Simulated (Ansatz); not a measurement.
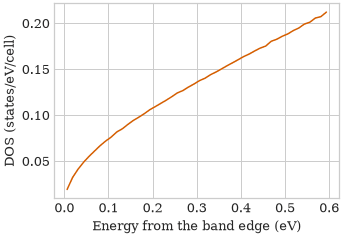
*Density of states of BP (F-43m) below the valence band maximum, PBEsol, rigid bands run with Ansatz (a quantum-chemistry and plane-wave program); cell volume 23.1 Å³.*

Problem. What effective density of states at 300 K does this give (∫ g(E) exp(−E/k_BT) dE, both spins, divided by the cell's size)?

Solution. 3.9e19 cm⁻³, a density-of-states mass of 1.33 mₑ, valleys and band degeneracy included.

Spin-orbit coupling is left out; where it splits the top of the valence band, N_v and the p-type Seebeck coefficient come out somewhat high without it. Geometry: cell and atoms relaxed with PBEsol.
